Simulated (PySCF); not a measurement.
# C$_{2}$H$_{6}$Cl$_{2}$Si$_{2}$: one change and its effect

System: C$_{2}$H$_{6}$Cl$_{2}$Si$_{2}$.
Method of run A: GIAO PBE0/pcSseg-1 NMR shielding, non-relativistic, gas phase (PySCF 2.14.0).

The geometry comes from this level: PBE0-D3(BJ)/def2-SVP. Text and figures count atoms from 1; the logs count them from 0 in places.

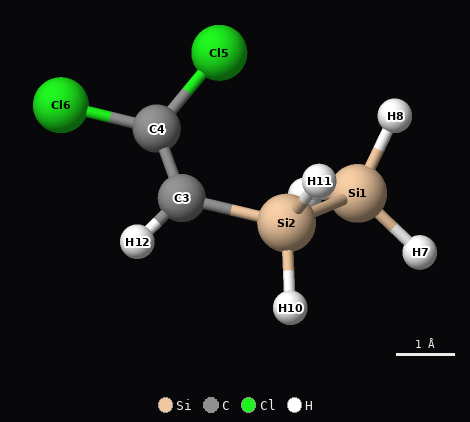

The structure (ball-and-stick view, seen at a tilt; atoms are numbered from 1 in the order of the input). Bond lengths as drawn: C–C 1.34 Å, C–Cl 1.72 to 1.73 Å, C–H 1.09 Å, C–Si 1.88 Å, H–Si 1.49 to 1.50 Å and Si–Si 2.35 Å.

## The input, run A
```
{"job": {"kind": "nmr", "xc": "PBE0", "basis": "pcSseg-1", "pop": false}, "charge": 0, "multiplicity": 1}
Si    -1.880918     0.108866     0.683894
Si    -0.045587     1.119083    -0.389171
C      1.215635    -0.169426    -0.916881
C      1.749028    -1.070768    -0.088327
Cl     1.332515    -1.137297     1.591432
Cl     2.895411    -2.263690    -0.564324
H     -3.135713     0.846029     0.334701
H     -1.720980     0.128608     2.168578
H     -2.013717    -1.305151     0.217238
H     -0.493466     1.821041    -1.630713
H      0.591479     2.126425     0.515655
H      1.546736    -0.219873    -1.958805
```

The first line tells a small driver script what to run in PySCF; the rest is the geometry in Å.

Command:
```bash
OMP_NUM_THREADS=1 python <driver script> task.json out
```

Hardware: 1 CPU thread, shared host.

## Output (run A)
```
coarse grid: 12392 points
cycle   1  E = -1578.3789834913  dE =  4.336e-01  |g| = 4.347e-01  |ddm| = 3.296e+00
cycle   2  E = -1578.2870085680  dE =  9.197e-02  |g| = 7.680e-01  |ddm| = 8.870e-01
cycle   3  E = -1578.4246373489  dE = -1.376e-01  |g| = 6.499e-02  |ddm| = 6.339e-01
cycle   4  E = -1578.4256961775  dE = -1.059e-03  |g| = 2.453e-02  |ddm| = 1.171e-01
cycle   5  E = -1578.4258590528  dE = -1.629e-04  |g| = 4.390e-03  |ddm| = 3.566e-02
cycle   6  E = -1578.4258623193  dE = -3.267e-06  |g| = 2.475e-03  |ddm| = 7.346e-03
final grid: 101992 points
cycle   7  E = -1578.4588030032  dE = -2.225e-05  |g| = 4.658e-03  |ddm| = 1.849e-02
cycle   8  E = -1578.4587995806  dE =  3.423e-06  |g| = 5.112e-03  |ddm| = 8.763e-03
cycle   9  E = -1578.4588052000  dE = -5.619e-06  |g| = 1.968e-03  |ddm| = 6.417e-03
cycle  10  E = -1578.4588061427  dE = -9.427e-07  |g| = 1.538e-04  |ddm| = 1.604e-03
cycle  11  E = -1578.4588061482  dE = -5.508e-09  |g| = 5.533e-05  |ddm| = 2.535e-04
cycle  12  E = -1578.4588061489  dE = -7.503e-10  |g| = 1.663e-05  |ddm| = 7.752e-05
converged SCF energy = -1578.4588061489

GIAO shielding tensors (ppm)
atom      isotropic    diamagn.    paramagn.     s11        s22        s33       span
  0 Si     454.088     879.121    -425.033    447.652    450.433    464.178     16.526
  1 Si     431.734     879.588    -447.855    400.265    425.992    468.944     68.678
  2 C       56.302     257.982    -201.680    -43.500     70.996    141.409    184.909
  3 C       29.827     252.076    -222.249    -76.118     67.923     97.675    173.793
  4 Cl     573.605    1147.751    -574.147    395.812    419.563    905.439    509.628
  5 Cl     556.310    1144.037    -587.727    355.752    358.497    954.679    598.927
  6 H       27.721      28.042      -0.320     24.266     25.149     33.749      9.483
  7 H       27.449      28.477      -1.028     23.820     26.599     31.929      8.109
  8 H       27.658      28.570      -0.912     24.099     26.879     31.994      7.895
  9 H       27.249      28.489      -1.239     23.539     25.340     32.869      9.331
 10 H       26.948      27.971      -1.024     23.423     25.283     32.137      8.714
 11 H       25.218      29.518      -4.300     22.314     24.275     29.066      6.752
```

For run B the input was changed thus:
```diff
-"xc": "PBE0"
+"xc": "CAM-B3LYP"
```

What does this change do to the results?

The total energies belong to different methods, so their difference says nothing on which is more stable or more accurate. The HOMO goes from −7.60 to −8.85 eV. The LUMO goes from −1.25 to −0.11 eV. The dipole moment goes from 0.96 to 1.00 D. Of all shieldings, the largest change is that of Si1, by −9.1 ppm. The functional changes from PBE0 to CAM-B3LYP. The number of SCF iterations is the same.

## Output (run B)
```
coarse grid: 12392 points
cycle   1  E = -1578.9989418872  dE =  4.814e-01  |g| = 5.048e-01  |ddm| = 3.221e+00
cycle   2  E = -1578.9548195667  dE =  4.412e-02  |g| = 7.202e-01  |ddm| = 9.607e-01
cycle   3  E = -1579.0675846543  dE = -1.128e-01  |g| = 4.381e-02  |ddm| = 5.588e-01
cycle   4  E = -1579.0681410483  dE = -5.564e-04  |g| = 2.608e-02  |ddm| = 9.497e-02
cycle   5  E = -1579.0683090077  dE = -1.680e-04  |g| = 5.757e-03  |ddm| = 3.609e-02
cycle   6  E = -1579.0683175070  dE = -8.499e-06  |g| = 2.791e-03  |ddm| = 9.233e-03
final grid: 101992 points
cycle   7  E = -1579.0975344338  dE = -7.887e-06  |g| = 2.231e-03  |ddm| = 9.485e-03
cycle   8  E = -1579.0975339994  dE =  4.344e-07  |g| = 2.606e-03  |ddm| = 3.972e-03
cycle   9  E = -1579.0975355792  dE = -1.580e-06  |g| = 3.260e-04  |ddm| = 2.138e-03
cycle  10  E = -1579.0975356034  dE = -2.416e-08  |g| = 1.131e-04  |ddm| = 4.210e-04
cycle  11  E = -1579.0975356063  dE = -2.936e-09  |g| = 4.203e-05  |ddm| = 1.386e-04
cycle  12  E = -1579.0975356068  dE = -5.061e-10  |g| = 1.201e-05  |ddm| = 6.250e-05
converged SCF energy = -1579.0975356068

GIAO shielding tensors (ppm)
atom      isotropic    diamagn.    paramagn.     s11        s22        s33       span
  0 Si     445.001     878.842    -433.841    438.222    440.465    456.316     18.094
  1 Si     423.216     879.456    -456.240    391.901    418.523    459.226     67.325
  2 C       49.792     258.442    -208.650    -56.759     64.791    141.345    198.105
  3 C       24.129     251.778    -227.649    -90.848     68.487     94.748    185.597
  4 Cl     579.602    1148.287    -568.685    399.756    411.692    927.359    527.603
  5 Cl     560.112    1144.430    -584.318    340.029    364.596    975.712    635.683
  6 H       27.872      28.120      -0.248     24.475     25.342     33.801      9.326
  7 H       27.612      28.708      -1.096     24.037     26.832     31.967      7.931
  8 H       27.822      28.899      -1.077     24.321     27.100     32.047      7.726
  9 H       27.439      28.685      -1.247     23.778     25.552     32.986      9.208
 10 H       27.160      28.287      -1.127     23.741     25.516     32.223      8.482
 11 H       25.302      29.648      -4.346     22.509     24.093     29.304      6.796
```

## The two runs side by side

| quantity | run A | run B |
| --- | --- | --- |
| outcome | converged | converged |
| total energy (hartree) | −1578.458806 | −1579.097536 |
| HOMO (eV) | −7.60 | −8.85 |
| LUMO (eV) | −1.25 | −0.11 |
| dipole moment (D) | 0.96 | 1.00 |
| shielding of Si1 (ppm) | 454.1 | 445.0 |
| shielding of Si2 (ppm) | 431.7 | 423.2 |
| shielding of C3 (ppm) | 56.3 | 49.8 |
| shielding of C4 (ppm) | 29.8 | 24.1 |
| shielding of Cl5 (ppm) | 573.6 | 579.6 |
| shielding of Cl6 (ppm) | 556.3 | 560.1 |
| shielding of H11 (ppm) | 26.9 | 27.2 |
| SCF iterations | 12 | 12 |
| basis functions | 160 | 160 |
| wall time (shared host) | 16 s | 25 s |
